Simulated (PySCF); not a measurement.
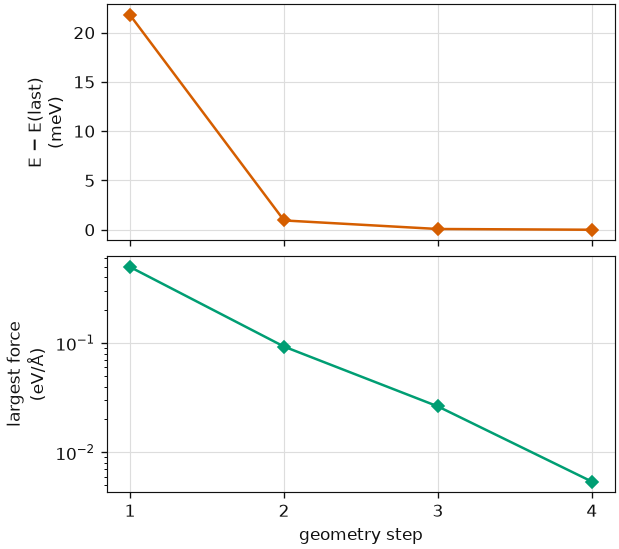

History of a geometry optimisation.

System: 2,2-dimethylbutane (SMILES CCC(C)(C)C).
Method: PBE0-D3(BJ)/def2-SVP, geometry optimisation (PySCF 2.14.0, density fitting).

How did it end, and what did it gain?

The optimisation met its thresholds at geometry 4, counting the start as the first. The energy fell by about 22 meV from the first step to the last. The largest force goes from about 0.5 eV/Å at the start to 5 × 10⁻³ eV/Å at the end.
